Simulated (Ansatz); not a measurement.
**C2H4SSi: density, localisation and related maps**

```xyz
8

C    -0.9722    1.8055   -1.1032
Si   -0.0117    0.4917   -1.2737
C     0.6408   -0.5985    0.1259
S    -0.6300   -0.8838    1.3922
H    -1.5541    2.6411   -1.4605
H     1.5117   -0.0842    0.5426
H     0.9780   -1.5445   -0.3013
H     0.0374   -1.8273    2.0780
```

The calculation used Ansatz 0.2.0, RKS BHLYP-D4/def2-SVP.

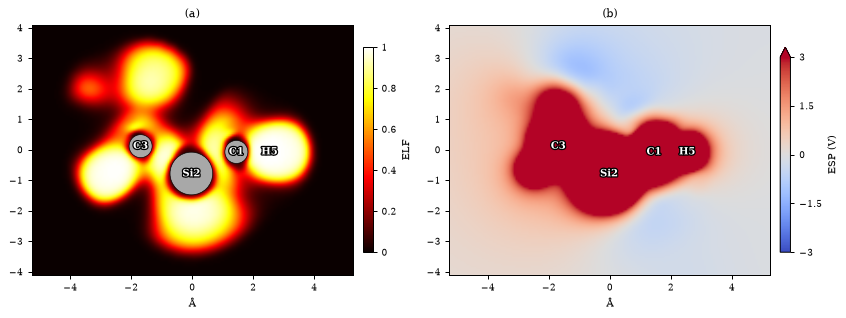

Figure 1. (a) ELF; (b) electrostatic potential on the plane of atoms C1, Si2 and C3. Grey discs cover the atomic cores in the ELF map.

> Read the bonding off the picture.

The plane passes through C, Si and H nuclei.
C–Si (1.64 Å): the ELF peaks at about 0.85 between the atoms: localised, covalent bonding.
C–H (1.08 Å): the ELF climbs to about 1 towards the hydrogen, as it does in any bond to H (a covalent bond by its length).
C–Si (1.89 Å): the ELF peaks at about 0.95 between the atoms (a covalent bond).
The ELF also peaks beside Si2 and S4, away from the bonds: lone-pair regions.
Outside the dense part of the molecule the potential is most negative (−1.2 V) near S4, which lies off the plane.

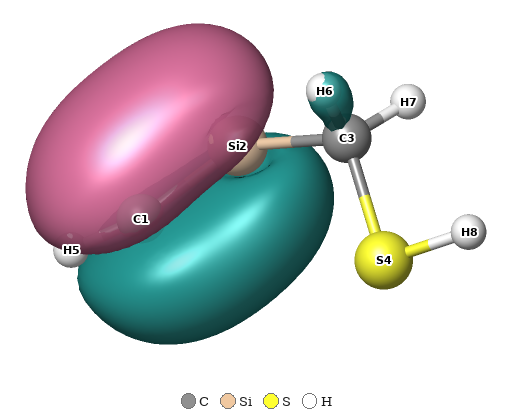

Figure 2. The HOMO at ±0.08 Å⁻³ᐟ² (teal and pink are the two phases), seen at a tilt.

> Describe this orbital and give its energy.

Its weight (Hirshfeld) is mainly on C1 (about 55 %) and Si2 (about 35 %); π-bonding across C1–Si2. Its energy is −7.50 eV.

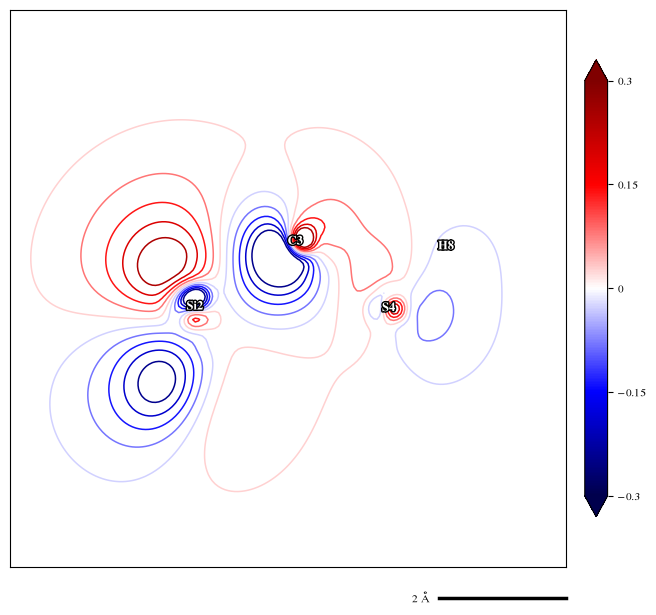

Figure 3. The LUMO on the plane of atoms Si2, C3 and S4 (values in Å⁻³ᐟ²; the overall sign is arbitrary).

> What is the character of this orbital?

Its weight (Hirshfeld) is mainly on Si2 (about 40 %), C1 (about 40 %) and C3 (about 10 %). Its energy is −1.81 eV.
